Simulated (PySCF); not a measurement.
Vertical excitations of a molecule C3H5BF2O from PySCF with TDA-PBE/def2-SVPD, as energy in eV (oscillator strength): 5.60 (0.000), 5.64 (0.000), 5.67 (0.274), 6.39 (0.002), 6.46 (0.001), 6.94 (0.014), 7.00 (0.023), 7.22 (0.000), 7.33 (0.086), 7.66 (0.000). Lowest triplet (TDA): 3.49 eV. The structure is a stationary point at PBE0-D3(BJ)/def2-SVP. The values are those of a single conformer.

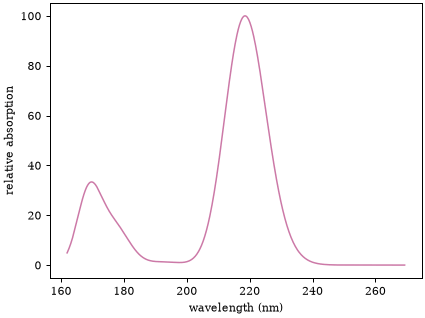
Figure. The lines broadened by 0.4 eV.

### Question
Which structure fits?
A. C=C[C@@H](F)B(O)F
B. CB(O)/C(F)=C\F
C. C=C(F)CB(O)F
D. O[C@H]1CB(F)[C@H]1F

### Answer
B, CB(O)/C(F)=C\F
